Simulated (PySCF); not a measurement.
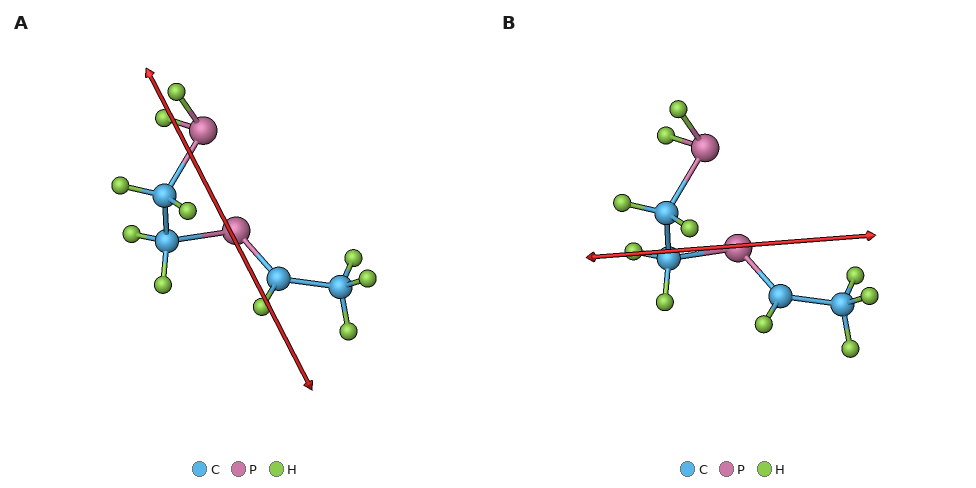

The double arrows show the directions of two transition dipoles from the ground state (lengths mean nothing). The computed structure is the end point of a GFN2-xTB optimisation. No frequency run is at hand to confirm it as a minimum. Method: TDDFT B3LYP/def2-SVPD, vertical, gas phase, core orbitals frozen in the response (PySCF 2.14.0).

Question. One belongs to singlet state 1 and one to singlet state 5. Which is which?

Answer. A: state 1, 4.07 eV (305 nm), oscillator strength 0.12, mainly HOMO → LUMO (weight 0.73).
B: state 5, 5.71 eV (217 nm), oscillator strength 0.023, mainly HOMO−2 → LUMO (weight 0.68).

The geometry is semi-empirical. Around P such bond lengths and angles can be off by a tenth of an ångström or more and by several degrees, and values that hang on the shape move with them.
